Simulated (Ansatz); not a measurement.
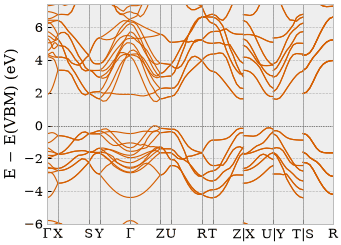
Fig. 1. Band structure from r²SCAN+D4 (plane waves, PAW; program Ansatz)

Read off the gap and where the band edges lie.

About 1.4 eV (1.44 eV by a search for the band edges); maximum on the Γ–Z line, 82 % of the way from Γ, minimum on the Γ–Z line, 85 % of the way from Γ.

The material is PbS in space group Pnma (No. 62; Pb on 4c, S on 4c).

The workflow started from a Materials Project entry (that database holds measured and hypothetical structures alike); the Crystallography Open Database copy checked does not list it. It is not the phase usual at ambient conditions (space group No. 225). The r²SCAN+D4 relaxation kept the symmetry of its start; of distortions, only those at the zone centre were tested. Scalar-relativistic: spin–orbit coupling is off unless named, which matters more the heavier the elements.

Potentials: the earlier of the program's two PAW sets.
